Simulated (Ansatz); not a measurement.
**BH3+ (doublet): inputs that go wrong at distance B1–H2 = 1.135 Å**

3 inputs are run for BH3+ (doublet) as typed; the log has to tell whether the result can be used and what must change.

Computed with Ansatz 0.2.0, Gaussian basis. Level: the settings change from run to run.

16 further runs of the same task are left out: 12 that didn't finish, 4 set aside as unsound or not needed.

## (1) The system

The geometry derives from a PBE0/def2-TZVP stationary point (not a proven minimum). One bond is set to the value named and the two fragments are kept rigid.

4 atoms, charge 1, spin multiplicity 2.

Atoms are counted from 1 here; the program's logs count them from 0.

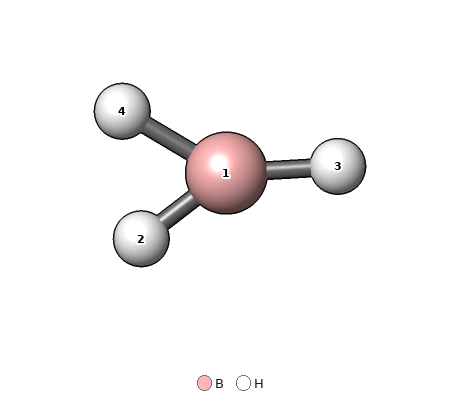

The geometry (boron pink, hydrogen white); atoms are numbered from 1 in the order of the file.

Geometry (Å):

```
B     0.0000    0.0058    0.0597
H     0.0000    0.6443   -0.8787
H     0.0000    0.0058    1.2339
H     0.0000   -0.7120   -0.9951
```

## (2) Try 1

in.yaml

```yaml
crystal:
  periodic: [false, false, false]
  atoms:
    - {symbol: B, position_ang: [0.000000, 0.005772, 0.059659]}
    - {symbol: H, position_ang: [0.000000, 0.644332, -0.878673]}
    - {symbol: H, position_ang: [0.000000, 0.005772, 1.233873]}
    - {symbol: H, position_ang: [0.000000, -0.712012, -0.995087]}
basis:
  gaussian: {orbitals: cc-pVDZ, fitting: {mean_field: def2-universal-jkfit}}
total_charge: 1
magnetization: {spin_polarized: false, initial_magnetization: 1}
correlation: {method: mp2, frozen_orbitals: {B: 0}}
accuracy: high
```

Started as:

```bash
ansatz run in.yaml --threads 1 --pin off --events-out ev --progress --plain --max-ram 2393MiB
```

What it wrote:

```text
Functional definition: HF
  name "HF"
  cite "Fock, Z. Phys. 61, 126 (1930) doi:10.1007/BF01340294"
  parent pbe
  exchange = exact_x
  correlation = 0
Error: "frozen_orbitals" has no count for H
```

Wall time 0.03 s (1 thread of Arm Neoverse V1, shared host).

**Diagnosis.** The run was refused. The frozen-orbital counts are incomplete or too large. To mend it, leave frozen_orbitals out, or give each element a count that its core has.

## (3) Try 2

in.yaml

```yaml
crystal:
  periodic: [false, false, false]
  atoms:
    - {symbol: B, position_ang: [0.000000, 0.005772, 0.059659]}
    - {symbol: H, position_ang: [0.000000, 0.644332, -0.878673]}
    - {symbol: H, position_ang: [0.000000, 0.005772, 1.233873]}
    - {symbol: H, position_ang: [0.000000, -0.712012, -0.995087]}
basis:
  gaussian: {orbitals: STO-3G}
total_charge: 1
magnetization: {spin_polarized: false, initial_magnetization: 1}
correlation: {active_space: {window: {electrons: 13, orbitals: 14}}}
scf: {lower_state_search: off}
```

Same command.

What it wrote:

```text
Functional definition: HF
  name "HF"
  cite "Fock, Z. Phys. 61, 126 (1930) doi:10.1007/BF01340294"
  parent pbe
  exchange = exact_x
  correlation = 0
these checks for a lower state are left out or cut short: stability, starts, cluster_reference, orbital_swaps, neighbouring_geometries, increment
98 factors; integrals over basis functions are off by at most 1.2e-5 eV
mean field evaluation 1: about -697.6422 eV, gradient 8.5e0 eV
mean field evaluation 2: about -697.6401 eV, gradient 8.4e0 eV
mean field evaluation 4: about -697.9408 eV, gradient 1.3e-1 eV
mean field evaluation 8: about -697.9409 eV, gradient 2.1e-4 eV
mean field -697.94090143 eV, -25.6488550462 hartree, gradient 1.7e-6 eV, S^2 0.750000; 0 other end points of the search recorded, 0 dependent functions left out
reference -697.94090143 eV, -25.6488550462 hartree; 4, 3 occupied and 4, 5 virtual orbitals, 98 factors
Error: 13 electrons in 14 orbitals form no window around the highest filled level of the reference
```

It took 0.06 s on 1 thread of Arm Neoverse V1, shared host.

Diagnosis: The run stopped with an error. The active window can't be built from these electrons and orbitals. Fix: choose counts that fit the spin, the electrons and the basis.

## (4) Try 3

in.yaml

```yaml
crystal:
  periodic: [false, false, false]
  atoms:
    - {symbol: B, position_ang: [0.000000, 0.694332, -0.828673]}
    - {symbol: H, position_ang: [0.000000, 0.644332, -0.878673]}
    - {symbol: H, position_ang: [0.000000, 0.005772, 1.233873]}
    - {symbol: H, position_ang: [0.000000, -0.712012, -0.995087]}
basis:
  gaussian: {orbitals: "6-31G*"}
total_charge: 1
magnetization: {spin_polarized: false, initial_magnetization: 1}
hamiltonian: {pseudopotentials: {relativity: scalar}}
correlation: {method: ccsdt_q_b, electrons: outside_noble_gas, diis_vectors: 2}
```

The command is unchanged.

What it wrote, shortened:

```text
Functional definition: HF
  name "HF"
  cite "Fock, Z. Phys. 61, 126 (1930) doi:10.1007/BF01340294"
  parent pbe
[...]
367 factors; integrals over basis functions are off by at most 2.3e-7 eV
[...]
a density is far from that of the atoms, so the factors are made again for it
376 factors; integrals over basis functions are off by at most 2.2e-7 eV
[...]
mean field 33.09728333 eV, 1.2163027284 hartree, gradient 6.2e-7 eV, S^2 0.750000; 6 other end points of the search recorded, 0 dependent functions left out
[...]
determinant 33.09728333 eV, 1.2163027284 hartree, with singles and doubles 30.10241484 eV, 1.1062433412 hartree
determinant 34.93216108 eV, 1.2837332419 hartree, with singles and doubles 30.67374321 eV, 1.1272392714 hartree
determinant 36.19817066 eV, 1.3302582358 hartree, with singles and doubles 31.57668140 eV, 1.1604216382 hartree
unrestricted determinant 32.57952054 eV, 1.1972752967 hartree, S^2 1.5972
1 core orbitals not correlated: weight in the atoms' cores, before any rotation towards them, 0.988 or more for the frozen orbitals, at most 0.003 for the correlated occupied ones
reference 33.09728333 eV, 1.2163027284 hartree; 3, 2 occupied and 17, 18 virtual orbitals, 376 factors
second order -2.02333653 eV of doubles, -0.00774037 eV of singles
cycle   1  -2.56961265 eV  change   -5.4e-1 eV  update   7.7e-2
[...]
cycle   9  -3.11398314 eV  change    2.3e-7 eV  update   1.2e-7
perturbative correction -0.00592577 eV, -0.0002177680 hartree
Total energy: 29.97737443 eV, 1.1016481909 hartree
Relativity: scalar
```

Run time: 5.5 s. Hardware: 1 thread of Arm Neoverse V1, shared host.

Diagnosis: The run converged, which proves nothing about the input. One atom lies on top of another. The shortest distance is 0.07 Å, against 1.14 Å in the geometry of step 1. Its energy belongs to another geometry. Cure: restore its position.

## (5) Summary

```tsv
try	level	ended	cause	time
1	MP2 on ROHF/cc-pVDZ	refused	the frozen-orbital counts are incomplete or too large	0.03 s
2	CASSCF(13,14)/STO-3G	stopped by an error	the active window can't be built from these electrons and orbitals	0.06 s
3	CCSDT(Q)/B on ROHF/6-31G*	converged	one atom lies on top of another	5.5 s
```

1 refused, 1 stopped by an error, 1 converged. The input that converges on a wrong geometry or spin is the dangerous one: no error points at it, so geometry and ⟨S²⟩ have to be checked.
